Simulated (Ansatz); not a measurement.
The calculation's input:

```
crystal:
  periodic: [false, false, false]
  atoms:
    - {symbol: Cu, position_ang: [-0.825470, -0.562407, -0.779293]}
    - {symbol: Te, position_ang: [-0.474333, -0.072394, 1.584477]}
    - {symbol: Te, position_ang: [1.299813, 0.634801, -0.805184]}
basis:
  gaussian: {orbitals: def2-TZVPD, initial_orbitals: start.molden}
total_charge: -1
hamiltonian: {xc: pbe0, dispersion: d4}
scf: {omitted_lower_state_checks: [starts]}
output: {orbitals: {seedname: orbitals}}
```

Command:

```sh
ansatz run in.yaml --threads 2 --pin off --events-out ev --progress --plain --max-ram 4352MiB
```

Geometry: PBE-D4/def2-TZVPD; core potentials replace the inner electrons of Te.

Computed with Ansatz 0.2.0, RKS PBE0-D4/def2-TZVPD.

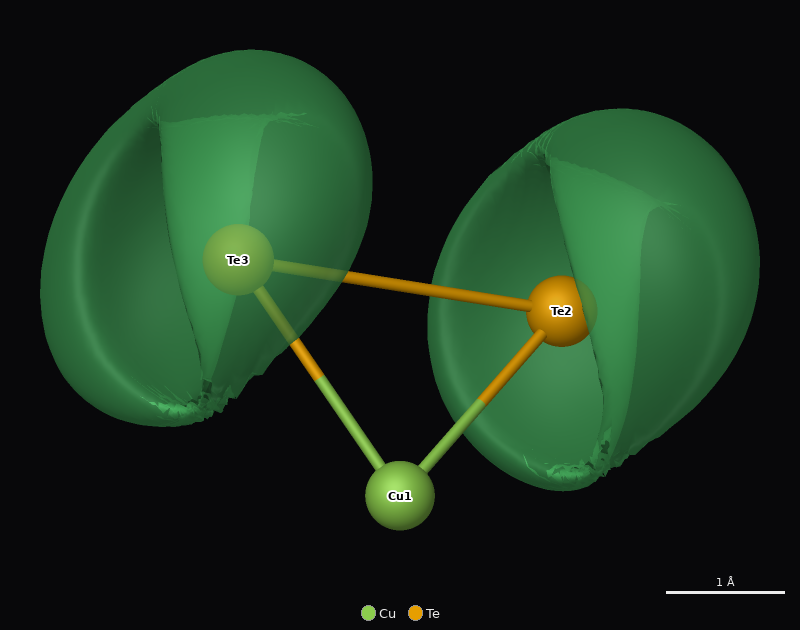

CuTe₂ (charge −1). Isosurface of the ELF at 0.75 (green), seen at a tilt. Core shells and regions of very low density are left out.

Question: Identify the bonds, lone pairs and shells in this picture.

Answer: The ELF exceeds this value in two regions wrapped around Te (the valence shell of each). Profiles from the grid: Cu–Te (2.44 Å): the ELF is about 0.45 at the midpoint and 0.20 at its lowest between the atoms. Te–Te (3.06 Å): the ELF reaches about 0.55 near the midpoint.
